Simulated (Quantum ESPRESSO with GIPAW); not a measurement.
# 17O assignment in KPO3

The values are calculated: DFT, PBEsol, plane-wave PAW (pslibrary 1.0.0 recipes), scalar-relativistic, GIPAW shieldings (Quantum ESPRESSO with GIPAW, a patched development version). Shieldings are without the macroscopic shape term, which is common to all sites.

```xyz
20
Lattice="4.5400 0.0000 0.0000 0.0000 5.8900 0.0000 0.0000 0.0000 12.8000" Properties=species:S:1:pos:R:3 pbc="T T T"
K     3.4843    1.4725    5.2778
K     1.0557    4.4175    7.5222
K     3.3257    4.4175   11.6778
K     1.2143    1.4725    1.1222
P     1.4124    4.4175    4.1774
P     3.1276    1.4725    8.6226
P     0.8576    1.4725   10.5774
P     3.6824    4.4175    2.2226
O     3.3760    0.1808    7.8982
O     1.1640    3.1258    4.9018
O     3.4340    5.7092    1.4982
O     1.1060    2.7642   11.3018
O     1.1640    5.7092    4.9018
O     3.3760    2.7642    7.8982
O     1.1060    0.1808   11.3018
O     3.4340    3.1258    1.4982
O     2.9701    4.4175    3.6851
O     1.5699    1.4725    9.1149
O     3.8399    1.4725   10.0851
O     0.7001    4.4175    2.7149
```

The cell is an entry of the Crystallography Open Database; it need not be the form that is stable at ambient conditions. The coordinates shown are those after relaxation (atoms relaxed).

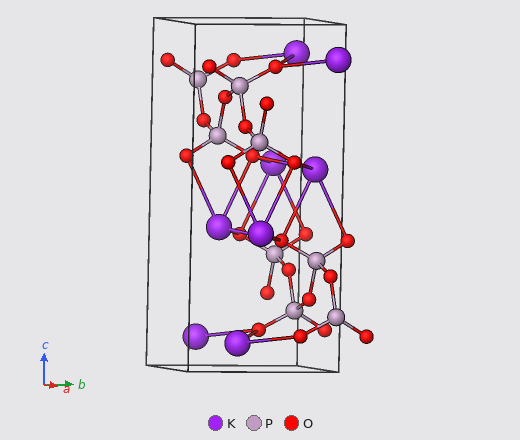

The structure (potassium purple, phosphorus pink, oxygen red). 2×1×1 cells are drawn.

The O sites:

| site | atom no. | atoms in cell | site symmetry | surroundings | bonds (Å) |
| --- | --- | --- | --- | --- | --- |
| O(1) | 9 | 8 | 1 | non-bridging on P; 4 neighbours | 1.50 to 2.92 |
| O(2) | 17 | 4 | m | bridging P-O-P, 134°; 4 neighbours | 1.63 to 3.39 |

The lines, in order of position:

```csv
line,σ_iso (ppm),relative area,span (ppm),skew
A,134.1,2,88.3,0.70
B,111.3,1,123.6,0.67
```

Assign each line to a crystallographic site.

The calculated assignment is A is O(1) (non-bridging on P; 4 neighbours); B is O(2) (bridging P-O-P, 134°; 4 neighbours). The areas settle A and B, whose multiplicities are unique. The kinds of oxygen differ: non-bridging on P (O(1)) has σ near 134 ppm; bridging P-O-P (O(2)) has σ near 111 ppm.

[Banner, clock, file and message-heading lines were taken out of the pw.x and gipaw.x logs.]

[Logs are printed without paths, hosts, clocks, repeated set-up lines and the standing remarks that a program may print on its own settings, such as how far it seeks lower states.]

[Hosts, paths, dates, database ids (printed as entryN), source tags and the programs' standing remarks are cut or masked in the printed files.]
